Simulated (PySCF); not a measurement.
**C₂H₃Ga: electronic excitations at several levels of theory**

Aim: compute the electronic excitations of C₂H₃Ga (`C#[C][GaH2]`) at several levels, and see how far they spread and what each costs.

Programs: PySCF 2.14.0, with density-fitted response routines of our own. Each step states its level of theory. These are calculated values for one molecule in the gas phase, unless marked as measured. Atoms count from 0, in the outputs and in this text.

### 1 Starting geometry

6 atoms, charge 0, multiplicity 1; geometry from: PBE0-D3(BJ)/def2-SVP.

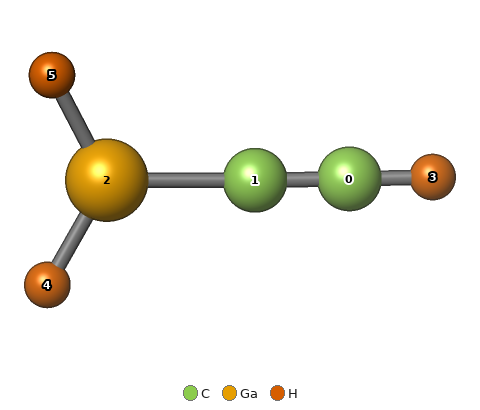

As it starts; carbon green, gallium amber, hydrogen orange, atoms numbered.

### 2 Excited states and response: B3LYP/def2-SVPD

Job settings and geometry (Å):

```
{"job": {"kind": "uv", "xc": "B3LYP", "basis": "def2-SVPD", "ip": true}, "charge": 0, "multiplicity": 1}
C     -1.579008     0.176957     1.039129
C     -0.524766     0.070971     0.432696
Ga     1.122216    -0.127927    -0.527501
H     -2.506164     0.263644     1.578956
H      1.547274     1.007382    -1.513432
H      1.964890    -1.420679    -0.281583
```

Method: TDDFT B3LYP/def2-SVPD, vertical, gas phase, core orbitals frozen in the response.

Launch:

```console
OMP_NUM_THREADS=1 python probes_run.py task.json out
```

The driver reads the jobs from task.json and runs them one after another.

What it wrote:

```text
coarse grid: 25192 points
cycle   1  E = -2002.4713010296  dE = -3.556e-01  |g| = 6.336e-01  |ddm| = 5.492e+00
cycle   2  E = -2002.4177572873  dE =  5.354e-02  |g| = 8.471e-01  |ddm| = 2.180e+00
cycle   3  E = -2002.5359663302  dE = -1.182e-01  |g| = 5.008e-02  |ddm| = 1.348e+00
cycle   4  E = -2002.5358114096  dE =  1.549e-04  |g| = 5.800e-02  |ddm| = 1.321e-01
cycle   5  E = -2002.5366711563  dE = -8.597e-04  |g| = 6.641e-03  |ddm| = 6.591e-02
cycle   6  E = -2002.5366849892  dE = -1.383e-05  |g| = 2.322e-03  |ddm| = 1.670e-02
cycle   7  E = -2002.5366863068  dE = -1.318e-06  |g| = 9.255e-05  |ddm| = 3.518e-03
final grid: 51824 points
cycle   8  E = -2002.5366465551  dE = -6.301e-09  |g| = 1.259e-04  |ddm| = 4.100e-03
cycle   9  E = -2002.5366465435  dE =  1.161e-08  |g| = 2.571e-04  |ddm| = 4.919e-04
cycle  10  E = -2002.5366465585  dE = -1.501e-08  |g| = 4.595e-05  |ddm| = 3.003e-04
cycle  11  E = -2002.5366465590  dE = -4.638e-10  |g| = 6.760e-06  |ddm| = 6.020e-05
converged SCF energy = -2002.5366465590

Static polarisability (au): isotropic 52.372, principal 36.952 46.592 73.573

Singlet excitations
state   eV       nm        f      main configurations
  1   4.2395    292.5   0.00000   H->L 0.99
  2   5.1098    242.6   0.06424   H-1->L 0.90
  3   5.4672    226.8   0.00000   H-2->L 0.99
  4   6.2175    199.4   0.01560   H-3->L 0.99
  5   6.6127    187.5   0.00000   H-1->L+1 0.52, H-1->L+2 0.46
  6   7.1248    174.0   0.15370   H->L+1 0.59, H-1->L+5 0.28
  7   7.1482    173.4   0.03422   H->L+2 0.74, H->L+1 0.17
  8   7.2973    169.9   0.00002   H->L+5 0.89
  9   7.5311    164.6   0.02511   H-1->L+2 0.52, H-1->L+1 0.46
 10   7.5625    163.9   0.04226   H->L+3 0.85, H->L+4 0.10

Triplet excitations (Tamm-Dancoff, eV): 4.0167 4.1332 5.0505 5.3213
Vertical ionisation energy (delta-SCF) = 10.0756 eV
Vertical electron affinity (delta-SCF) = 0.3073 eV
```

It took 22 s on 1 thread of Arm Neoverse V2, shared host; peak memory 0.44 GiB.

Frontier orbitals and where they lie:

| orbital | eV | atoms |
| --- | --- | --- |
| HOMO−3 | -9.63 | Ga2 36 %, C1 28 %, H4 14 % |
| HOMO−2 | -8.89 | Ga2 34 %, H5 21 %, H4 21 % |
| HOMO−1 | -8.09 | C1 45 %, C0 43 %, Ga2 7 % |
| HOMO | -7.70 | C0 36 %, C1 35 %, Ga2 12 % |
| LUMO | -2.28 | Ga2 55 %, C1 17 %, C0 11 % |
| LUMO+1 | 0.22 | Ga2 38 %, C0 21 %, C1 20 % |
| LUMO+2 | 0.25 | Ga2 40 %, C0 20 %, C1 19 % |

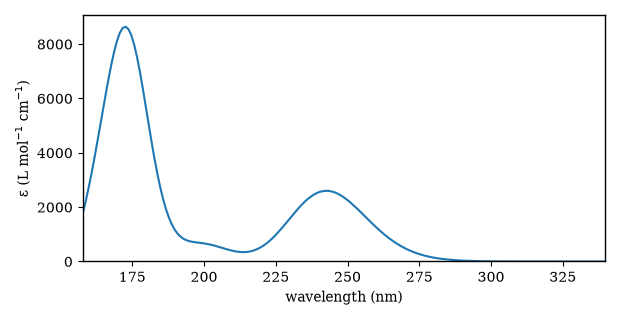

Absorption spectrum: each of the 10 states is a Gaussian band of 0.4 eV half-width at 1/e. Beyond the last state computed it falls off for lack of states.

Ground-state properties from the same run:

| property | computed |
| --- | --- |
| dipole moment (D) | 0.26 |
| polarisability (Å³) | 7.76 |
| HOMO–LUMO gap (eV) | 5.43 |
| −ε(HOMO) (eV) | 7.70 |

### 3 Excited states and response: PBE0/def2-SVPD

Same as in step 2 but for these lines:

```diff
@@ -1,2 +1,2 @@
-{"job": {"kind": "uv", "xc": "B3LYP", "basis": "def2-SVPD", "ip": true}, "charge": 0, "multiplicity": 1}
+{"job": {"kind": "uv", "xc": "PBE0", "basis": "def2-SVPD", "ip": true}, "charge": 0, "multiplicity": 1}
 C     -1.579008     0.176957     1.039129
```

With the program's defaults for keys left out, this is: TDDFT PBE0/def2-SVPD, vertical, gas phase, core orbitals frozen in the response.

What it wrote:

```text
coarse grid: 25192 points
cycle   1  E = -2002.0740783481  dE = -3.713e-01  |g| = 5.637e-01  |ddm| = 4.735e+00
cycle   2  E = -2002.0470575676  dE =  2.702e-02  |g| = 7.067e-01  |ddm| = 1.778e+00
cycle   3  E = -2002.1265388508  dE = -7.948e-02  |g| = 5.295e-02  |ddm| = 1.033e+00
cycle   4  E = -2002.1265317009  dE =  7.150e-06  |g| = 5.316e-02  |ddm| = 1.298e-01
cycle   5  E = -2002.1272682787  dE = -7.366e-04  |g| = 4.486e-03  |ddm| = 6.125e-02
cycle   6  E = -2002.1272730972  dE = -4.819e-06  |g| = 1.109e-03  |ddm| = 1.341e-02
final grid: 51824 points
cycle   7  E = -2002.1272508110  dE =  3.443e-08  |g| = 1.222e-03  |ddm| = 4.600e-03
cycle   8  E = -2002.1272506368  dE =  1.742e-07  |g| = 1.458e-03  |ddm| = 3.647e-03
cycle   9  E = -2002.1272512082  dE = -5.714e-07  |g| = 4.058e-04  |ddm| = 2.137e-03
cycle  10  E = -2002.1272512510  dE = -4.283e-08  |g| = 9.174e-06  |ddm| = 4.656e-04
cycle  11  E = -2002.1272512511  dE = -3.865e-11  |g| = 1.087e-06  |ddm| = 2.396e-05
converged SCF energy = -2002.1272512511

Static polarisability (au): isotropic 51.593, principal 36.782 45.806 72.192

Singlet excitations
state   eV       nm        f      main configurations
  1   4.4219    280.4   0.00000   H->L 0.98
  2   5.3130    233.4   0.06079   H-1->L 0.89, H->L+1 0.09
  3   5.6035    221.3   0.00000   H-2->L 0.98
  4   6.3587    195.0   0.01745   H-3->L 0.99
  5   6.6756    185.7   0.00000   H-1->L+1 0.89
  6   7.3029    169.8   0.20731   H->L+1 0.53, H-1->L+5 0.33
  7   7.4148    167.2   0.00706   H->L+2 0.89
  8   7.4859    165.6   0.00016   H->L+5 0.87
  9   7.8437    158.1   0.04296   H-1->L+2 0.88
 10   7.8488    158.0   0.05441   H->L+3 0.77, H->L+4 0.18

Triplet excitations (Tamm-Dancoff, eV): 4.1426 4.2001 5.1179 5.2720
Vertical ionisation energy (delta-SCF) = 10.0972 eV
Vertical electron affinity (delta-SCF) = 0.3140 eV
```

Run time: 26 s. Hardware: 1 thread of Arm Neoverse V2, shared host; peak memory 0.44 GiB.

This run: HOMO -7.94 eV, LUMO -2.01 eV; lowest singlet 4.42 eV.

### 4 Excited states and response: BHandHLYP/def2-SVPD

Same as in step 3 but for these lines:

```diff
@@ -1,2 +1,2 @@
-{"job": {"kind": "uv", "xc": "PBE0", "basis": "def2-SVPD", "ip": true}, "charge": 0, "multiplicity": 1}
+{"job": {"kind": "uv", "xc": "BHandHLYP", "basis": "def2-SVPD", "ip": true}, "charge": 0, "multiplicity": 1}
 C     -1.579008     0.176957     1.039129
```

With the program's defaults for keys left out, this is: TDDFT BHandHLYP/def2-SVPD, vertical, gas phase, core orbitals frozen in the response.

What it wrote:

```text
coarse grid: 25192 points
cycle   1  E = -2002.3688429280  dE = -3.794e-01  |g| = 4.306e-01  |ddm| = 4.672e+00
cycle   2  E = -2002.3792404654  dE = -1.040e-02  |g| = 4.203e-01  |ddm| = 1.413e+00
cycle   3  E = -2002.4054029054  dE = -2.616e-02  |g| = 4.047e-02  |ddm| = 6.024e-01
cycle   4  E = -2002.4054872203  dE = -8.431e-05  |g| = 3.666e-02  |ddm| = 1.458e-01
cycle   5  E = -2002.4058295482  dE = -3.423e-04  |g| = 6.263e-03  |ddm| = 5.289e-02
cycle   6  E = -2002.4058396502  dE = -1.010e-05  |g| = 1.404e-03  |ddm| = 1.521e-02
cycle   7  E = -2002.4058402863  dE = -6.361e-07  |g| = 2.514e-04  |ddm| = 3.014e-03
final grid: 51824 points
cycle   8  E = -2002.4058132922  dE = -7.278e-08  |g| = 1.620e-04  |ddm| = 1.862e-03
cycle   9  E = -2002.4058133080  dE = -1.576e-08  |g| = 1.455e-04  |ddm| = 4.207e-04
cycle  10  E = -2002.4058133136  dE = -5.627e-09  |g| = 5.141e-05  |ddm| = 2.356e-04
cycle  11  E = -2002.4058133159  dE = -2.235e-09  |g| = 4.228e-05  |ddm| = 1.304e-04
cycle  12  E = -2002.4058133167  dE = -8.567e-10  |g| = 5.290e-06  |ddm| = 7.882e-05
converged SCF energy = -2002.4058133167

Static polarisability (au): isotropic 50.320, principal 36.210 44.810 69.940

Singlet excitations
state   eV       nm        f      main configurations
  1   4.6262    268.0   0.00000   H->L 0.91
  2   5.4894    225.9   0.04604   H-1->L 0.78, H->L+2 0.15
  3   5.8969    210.3   0.00000   H-2->L 0.89
  4   6.4645    191.8   0.00000   H-1->L+2 0.89
  5   6.7927    182.5   0.02207   H-3->L 0.98
  6   7.4134    167.2   0.22185   H->L+2 0.41, H-1->L+6 0.28, H-1->L 0.21
  7   7.6788    161.5   0.00002   H->L+6 0.61, H->L+1 0.12
  8   7.7106    160.8   0.00012   H->L+1 0.73, H->L+6 0.10
  9   8.0741    153.6   0.09012   H-1->L+1 0.79, H-1->L+3 0.11
 10   8.2328    150.6   0.09645   H->L+3 0.83

Triplet excitations (Tamm-Dancoff, eV): 4.3048 4.3556 5.2378 5.3690
Vertical ionisation energy (delta-SCF) = 10.1270 eV
Vertical electron affinity (delta-SCF) = 0.1166 eV
```

It took 18 s on 1 thread of Arm Neoverse V2, shared host; peak memory 0.44 GiB.

Key values: HOMO -8.98 eV, LUMO -1.22 eV; lowest singlet 4.63 eV.

### 5 Ultraviolet spectrum: CAM-B3LYP/def2-SVPD

Same as in step 4 but for these lines:

```diff
@@ -1,2 +1,2 @@
-{"job": {"kind": "uv", "xc": "BHandHLYP", "basis": "def2-SVPD", "ip": true}, "charge": 0, "multiplicity": 1}
+{"job": {"kind": "uv", "xc": "CAM-B3LYP", "basis": "def2-SVPD", "ip": true}, "charge": 0, "multiplicity": 1}
 C     -1.579008     0.176957     1.039129
```

Level: TDDFT CAM-B3LYP/def2-SVPD, vertical, gas phase, core orbitals frozen in the response.

What it wrote:

```text
coarse grid: 25192 points
cycle   1  E = -2002.5033095771  dE = -3.862e-01  |g| = 5.542e-01  |ddm| = 5.131e+00
cycle   2  E = -2002.5045075361  dE = -1.198e-03  |g| = 6.093e-01  |ddm| = 1.676e+00
cycle   3  E = -2002.5522807905  dE = -4.777e-02  |g| = 3.978e-02  |ddm| = 8.946e-01
cycle   4  E = -2002.5524330004  dE = -1.522e-04  |g| = 3.212e-02  |ddm| = 1.480e-01
cycle   5  E = -2002.5526797976  dE = -2.468e-04  |g| = 8.937e-03  |ddm| = 4.902e-02
cycle   6  E = -2002.5527000699  dE = -2.027e-05  |g| = 1.636e-03  |ddm| = 1.944e-02
cycle   7  E = -2002.5527008856  dE = -8.156e-07  |g| = 2.208e-04  |ddm| = 4.770e-03
final grid: 51824 points
cycle   8  E = -2002.5526638609  dE = -4.388e-08  |g| = 1.614e-04  |ddm| = 1.553e-03
cycle   9  E = -2002.5526638689  dE = -8.006e-09  |g| = 1.586e-04  |ddm| = 4.147e-04
cycle  10  E = -2002.5526638728  dE = -3.961e-09  |g| = 2.914e-05  |ddm| = 2.087e-04
cycle  11  E = -2002.5526638737  dE = -9.109e-10  |g| = 2.485e-05  |ddm| = 8.390e-05
converged SCF energy = -2002.5526638737

Static polarisability (au): isotropic 51.280, principal 36.616 45.842 71.383

Singlet excitations
state   eV       nm        f      main configurations
  1   4.5252    274.0   0.00000   H->L 0.94
  2   5.4491    227.5   0.05253   H-1->L 0.82, H->L+2 0.13
  3   5.6932    217.8   0.00000   H-2->L 0.93
  4   6.4287    192.9   0.01794   H-3->L 0.98
  5   6.5726    188.6   0.00000   H-1->L+2 0.93
  6   7.4083    167.4   0.22524   H->L+2 0.45, H-1->L+6 0.28, H-1->L 0.16
  7   7.5567    164.1   0.00104   H->L+1 0.84
  8   7.6744    161.6   0.00000   H->L+6 0.74
  9   7.9745    155.5   0.08537   H-1->L+1 0.76, H-1->L+4 0.10
 10   8.0772    153.5   0.11320   H->L+3 0.78

Triplet excitations (Tamm-Dancoff, eV): 4.2523 4.3216 5.2057 5.3279
Vertical ionisation energy (delta-SCF) = 10.2904 eV
Vertical electron affinity (delta-SCF) = 0.2660 eV
```

Run time: 21 s. Hardware: 1 thread of Arm Neoverse V2, shared host; peak memory 0.45 GiB.

Key values: HOMO -9.27 eV, LUMO -1.10 eV; lowest singlet 4.53 eV.

### 6 Excited states and response: wB97X-D/def2-SVPD

Same as in step 5 but for these lines:

```diff
@@ -1,2 +1,2 @@
-{"job": {"kind": "uv", "xc": "CAM-B3LYP", "basis": "def2-SVPD", "ip": true}, "charge": 0, "multiplicity": 1}
+{"job": {"kind": "uv", "xc": "wB97X-D", "basis": "def2-SVPD", "ip": true}, "charge": 0, "multiplicity": 1}
 C     -1.579008     0.176957     1.039129
```

With the program's defaults for keys left out, this is: TDDFT wB97X-D/def2-SVPD, vertical, gas phase, core orbitals frozen in the response.

What it wrote:

```text
coarse grid: 25192 points
cycle   1  E = -2002.4673023476  dE = -4.024e-01  |g| = 5.121e-01  |ddm| = 4.690e+00
cycle   2  E = -2002.4783437357  dE = -1.104e-02  |g| = 5.253e-01  |ddm| = 1.493e+00
cycle   3  E = -2002.5128100084  dE = -3.447e-02  |g| = 4.013e-02  |ddm| = 7.879e-01
cycle   4  E = -2002.5131030325  dE = -2.930e-04  |g| = 2.215e-02  |ddm| = 1.656e-01
cycle   5  E = -2002.5132167013  dE = -1.137e-04  |g| = 1.003e-02  |ddm| = 5.697e-02
cycle   6  E = -2002.5132424403  dE = -2.574e-05  |g| = 1.811e-03  |ddm| = 2.208e-02
cycle   7  E = -2002.5132435228  dE = -1.082e-06  |g| = 2.810e-04  |ddm| = 6.686e-03
final grid: 51824 points
cycle   8  E = -2002.5135230561  dE = -1.168e-06  |g| = 4.114e-04  |ddm| = 8.490e-03
cycle   9  E = -2002.5135230875  dE = -3.144e-08  |g| = 3.666e-04  |ddm| = 1.435e-03
cycle  10  E = -2002.5135231100  dE = -2.241e-08  |g| = 9.605e-05  |ddm| = 5.844e-04
cycle  11  E = -2002.5135231134  dE = -3.398e-09  |g| = 4.656e-05  |ddm| = 1.731e-04
cycle  12  E = -2002.5135231144  dE = -1.021e-09  |g| = 1.948e-05  |ddm| = 8.797e-05
cycle  13  E = -2002.5135231146  dE = -2.701e-10  |g| = 7.669e-06  |ddm| = 4.115e-05
converged SCF energy = -2002.5135231146

Static polarisability (au): isotropic 51.508, principal 37.213 46.061 71.249

Singlet excitations
state   eV       nm        f      main configurations
  1   4.5916    270.0   0.00000   H->L 0.95
  2   5.5073    225.1   0.05367   H-1->L 0.82, H->L+2 0.13
  3   5.7299    216.4   0.00000   H-2->L 0.93
  4   6.4702    191.6   0.01963   H-3->L 0.99
  5   6.6449    186.6   0.00000   H-1->L+2 0.94
  6   7.5036    165.2   0.25310   H->L+2 0.47, H-1->L+6 0.26, H-1->L 0.16
  7   7.6970    161.1   0.00118   H->L+1 0.79, H->L+4 0.12
  8   7.8245    158.5   0.00000   H->L+6 0.73
  9   8.1202    152.7   0.10629   H-1->L+1 0.68, H-1->L+4 0.16
 10   8.1978    151.2   0.14007   H->L+3 0.63, H->L+4 0.15, H-2->L+1 0.10

Triplet excitations (Tamm-Dancoff, eV): 4.3683 4.4561 5.3618 5.4735
Vertical ionisation energy (delta-SCF) = 10.2644 eV
Vertical electron affinity (delta-SCF) = 0.1274 eV
```

It took 19 s on 1 thread of Arm Neoverse V2, shared host; peak memory 0.45 GiB.

Key values: HOMO -9.80 eV, LUMO -0.35 eV; lowest singlet 4.59 eV.

### 7 Ultraviolet spectrum: LC-wPBE/def2-SVPD

Same as in step 6 but for these lines:

```diff
@@ -1,2 +1,2 @@
-{"job": {"kind": "uv", "xc": "wB97X-D", "basis": "def2-SVPD", "ip": true}, "charge": 0, "multiplicity": 1}
+{"job": {"kind": "uv", "xc": "LC-wPBE", "basis": "def2-SVPD", "ip": true}, "charge": 0, "multiplicity": 1}
 C     -1.579008     0.176957     1.039129
```

With the program's defaults for keys left out, this is: TDDFT LC-wPBE/def2-SVPD, vertical, gas phase, core orbitals frozen in the response.

What it wrote:

```text
coarse grid: 25192 points
cycle   1  E = -2002.1186436958  dE = -4.152e-01  |g| = 5.599e-01  |ddm| = 4.540e+00
cycle   2  E = -2002.1345497511  dE = -1.591e-02  |g| = 5.596e-01  |ddm| = 1.464e+00
cycle   3  E = -2002.1684657668  dE = -3.392e-02  |g| = 3.768e-02  |ddm| = 7.896e-01
cycle   4  E = -2002.1688803445  dE = -4.146e-04  |g| = 1.637e-02  |ddm| = 2.059e-01
cycle   5  E = -2002.1689568147  dE = -7.647e-05  |g| = 6.440e-03  |ddm| = 5.451e-02
cycle   6  E = -2002.1689673369  dE = -1.052e-05  |g| = 2.349e-03  |ddm| = 1.763e-02
cycle   7  E = -2002.1689688941  dE = -1.557e-06  |g| = 3.206e-04  |ddm| = 4.896e-03
final grid: 51824 points
cycle   8  E = -2002.1689407300  dE = -1.008e-07  |g| = 2.584e-04  |ddm| = 2.521e-03
cycle   9  E = -2002.1689407465  dE = -1.654e-08  |g| = 2.595e-04  |ddm| = 7.667e-04
cycle  10  E = -2002.1689407551  dE = -8.580e-09  |g| = 4.546e-05  |ddm| = 3.292e-04
cycle  11  E = -2002.1689407581  dE = -2.983e-09  |g| = 1.523e-05  |ddm| = 1.958e-04
cycle  12  E = -2002.1689407583  dE = -2.142e-10  |g| = 6.483e-06  |ddm| = 4.206e-05
converged SCF energy = -2002.1689407583

Static polarisability (au): isotropic 49.511, principal 35.928 44.266 68.340

Singlet excitations
state   eV       nm        f      main configurations
  1   4.9313    251.4   0.00000   H->L 0.88
  2   5.8647    211.4   0.03484   H-1->L 0.68, H->L+3 0.17, H-1->L+6 0.09
  3   5.9866    207.1   0.00000   H-2->L 0.83, H->L+6 0.10
  4   6.6580    186.2   0.00000   H-1->L+3 0.86
  5   6.7024    185.0   0.02002   H-3->L 0.97
  6   7.9250    156.4   0.33811   H->L+3 0.38, H-1->L 0.30, H-1->L+6 0.15
  7   8.1748    151.7   0.00240   H->L+1 0.71, H->L+2 0.17
  8   8.3597    148.3   0.00001   H->L+6 0.53, H->L+9 0.13, H-2->L 0.12
  9   8.6072    144.0   0.10859   H-1->L+1 0.59, H-1->L+2 0.27
 10   8.6783    142.9   0.14416   H->L+2 0.40, H->L+4 0.20, H-2->L+1 0.14

Triplet excitations (Tamm-Dancoff, eV): 4.4453 4.5405 5.2871 5.3558
Vertical ionisation energy (delta-SCF) = 10.4702 eV
```

Run time: 21 s. Hardware: 1 thread of Arm Neoverse V2, shared host; peak memory 0.45 GiB.

This run: HOMO -10.68 eV, LUMO 0.09 eV; lowest singlet 4.93 eV.

### 8 TDDFT and polarisability: PBE0/6-31G*

Same as in step 7 but for these lines:

```diff
@@ -1,2 +1,2 @@
-{"job": {"kind": "uv", "xc": "LC-wPBE", "basis": "def2-SVPD", "ip": true}, "charge": 0, "multiplicity": 1}
+{"job": {"kind": "uv", "xc": "PBE0", "basis": "6-31G*"}, "charge": 0, "multiplicity": 1}
 C     -1.579008     0.176957     1.039129
```

With the program's defaults for keys left out, this is: TDDFT PBE0/6-31G*, vertical, gas phase, core orbitals frozen in the response.

What it wrote:

```text
coarse grid: 25192 points
cycle   1  E = -2002.0876064430  dE = -3.342e-01  |g| = 5.708e-01  |ddm| = 2.702e+00
cycle   2  E = -2002.0612215247  dE =  2.638e-02  |g| = 7.224e-01  |ddm| = 1.270e+00
cycle   3  E = -2002.1423504613  dE = -8.113e-02  |g| = 4.569e-02  |ddm| = 7.635e-01
cycle   4  E = -2002.1422107162  dE =  1.397e-04  |g| = 4.971e-02  |ddm| = 6.931e-02
cycle   5  E = -2002.1428643487  dE = -6.536e-04  |g| = 6.615e-03  |ddm| = 4.253e-02
cycle   6  E = -2002.1428739435  dE = -9.595e-06  |g| = 1.552e-03  |ddm| = 7.613e-03
final grid: 51824 points
cycle   7  E = -2002.1428732942  dE = -8.500e-09  |g| = 1.690e-03  |ddm| = 3.571e-03
cycle   8  E = -2002.1428729766  dE =  3.176e-07  |g| = 2.031e-03  |ddm| = 3.817e-03
cycle   9  E = -2002.1428739925  dE = -1.016e-06  |g| = 6.076e-04  |ddm| = 2.144e-03
cycle  10  E = -2002.1428740892  dE = -9.664e-08  |g| = 2.061e-05  |ddm| = 4.654e-04
cycle  11  E = -2002.1428740893  dE = -1.237e-10  |g| = 7.085e-06  |ddm| = 2.611e-05
converged SCF energy = -2002.1428740893

Static polarisability (au): isotropic 41.406, principal 24.405 33.647 66.165

Singlet excitations
state   eV       nm        f      main configurations
  1   4.2920    288.9   0.00000   H->L 0.98
  2   5.1963    238.6   0.07623   H-1->L 0.91, H->L+1 0.08
  3   5.6604    219.0   0.00000   H-2->L 0.99
  4   6.3852    194.2   0.01318   H-3->L 0.99
  5   6.8102    182.1   0.00000   H-1->L+1 0.95
  6   7.4837    165.7   0.15164   H->L+1 0.54, H-1->L+3 0.36
  7   7.6425    162.2   0.00002   H->L+3 0.90
  8   7.9401    156.1   0.03941   H->L+2 0.95
  9   8.2632    150.0   0.05394   H-1->L+2 0.96
 10   8.5805    144.5   0.01034   H->L+5 0.65, H->L+4 0.30

Triplet excitations (Tamm-Dancoff, eV): 4.0381 4.0521 5.1903 5.3046
```

It took 3 s on 1 thread of Arm Neoverse V2, shared host; peak memory 0.45 GiB.

In short: HOMO -7.69 eV, LUMO -1.90 eV; lowest singlet 4.29 eV.

### 9 TDDFT and polarisability: PBE0/def2-SVP

Same as in step 8 but for these lines:

```diff
@@ -1,2 +1,2 @@
-{"job": {"kind": "uv", "xc": "PBE0", "basis": "6-31G*"}, "charge": 0, "multiplicity": 1}
+{"job": {"kind": "uv", "xc": "PBE0", "basis": "def2-SVP"}, "charge": 0, "multiplicity": 1}
 C     -1.579008     0.176957     1.039129
```

Method: TDDFT PBE0/def2-SVP, vertical, gas phase, core orbitals frozen in the response.

What it wrote:

```text
coarse grid: 25192 points
cycle   1  E = -2002.0720221834  dE = -3.714e-01  |g| = 5.436e-01  |ddm| = 2.747e+00
cycle   2  E = -2002.0500588280  dE =  2.196e-02  |g| = 6.672e-01  |ddm| = 1.096e+00
cycle   3  E = -2002.1223196233  dE = -7.226e-02  |g| = 5.212e-02  |ddm| = 6.463e-01
cycle   4  E = -2002.1223243144  dE = -4.691e-06  |g| = 5.101e-02  |ddm| = 7.677e-02
cycle   5  E = -2002.1230098596  dE = -6.855e-04  |g| = 5.275e-03  |ddm| = 4.096e-02
cycle   6  E = -2002.1230161989  dE = -6.339e-06  |g| = 1.336e-03  |ddm| = 6.749e-03
final grid: 51824 points
cycle   7  E = -2002.1229942730  dE =  2.051e-10  |g| = 1.431e-03  |ddm| = 2.950e-03
cycle   8  E = -2002.1229940689  dE =  2.040e-07  |g| = 1.683e-03  |ddm| = 3.171e-03
cycle   9  E = -2002.1229948062  dE = -7.373e-07  |g| = 4.991e-04  |ddm| = 1.767e-03
cycle  10  E = -2002.1229948717  dE = -6.555e-08  |g| = 1.337e-05  |ddm| = 3.816e-04
cycle  11  E = -2002.1229948718  dE = -5.912e-11  |g| = 2.908e-06  |ddm| = 1.915e-05
converged SCF energy = -2002.1229948718

Static polarisability (au): isotropic 43.080, principal 25.584 36.083 67.574

Singlet excitations
state   eV       nm        f      main configurations
  1   4.3948    282.1   0.00000   H->L 0.98
  2   5.3058    233.7   0.06542   H-1->L 0.90, H->L+1 0.09
  3   5.6158    220.8   0.00000   H-2->L 0.98
  4   6.3579    195.0   0.01498   H-3->L 0.99
  5   6.7661    183.2   0.00000   H-1->L+1 0.96
  6   7.4617    166.2   0.18240   H->L+1 0.55, H-1->L+3 0.35
  7   7.6656    161.7   0.00001   H->L+3 0.90
  8   8.2368    150.5   0.03164   H->L+2 0.68, H->L+4 0.26
  9   8.5301    145.3   0.03507   H-1->L+2 0.91
 10   8.6224    143.8   0.11412   H-2->L+1 0.79, H->L+1 0.11

Triplet excitations (Tamm-Dancoff, eV): 4.1266 4.1676 5.1553 5.3019
```

Run time: 3.3 s. Hardware: 1 thread of Arm Neoverse V2, shared host; peak memory 0.45 GiB.

This run: HOMO -7.86 eV, LUMO -1.95 eV; lowest singlet 4.39 eV.

(Part 1 of 2 ends here.)
